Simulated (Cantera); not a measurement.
Input: 1 mol B, 0.72 mol O₂, 4.2 mol N₂, equilibrated at 133 Pa.

Method: chemical equilibrium by Gibbs-energy minimisation in Cantera with the NASA 1993 tables (ideal gas, pure condensed phases). Candidate condensed phases: B, BN, B₂O₃; 17 gas species. N₂ is the only nitrogen source here; it is nearly inert below about 1500 K, so the nitride shown seldom forms there in practice. Mutual solubility and eutectic melting of coexisting phases are not modelled. The numbers say what is thermodynamically allowed, not how fast it happens.

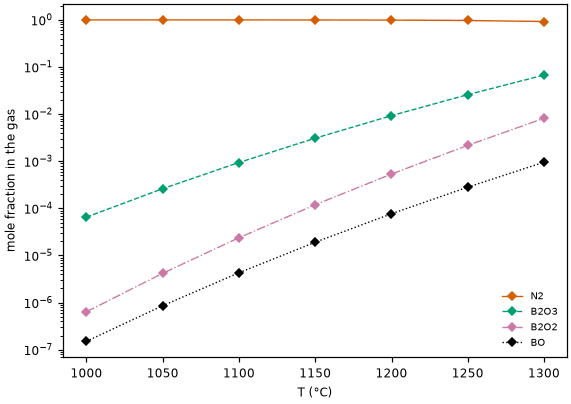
Fig. 1. Equilibrium gas composition (values under 1e-9 drawn at 1e-9)

### Question
Read off the mole fractions at 1300 °C.

### Answer
N₂ about 0.92, B₂O₃ about 0.067, B₂O₂ about 0.0081, BO about 0.00095.
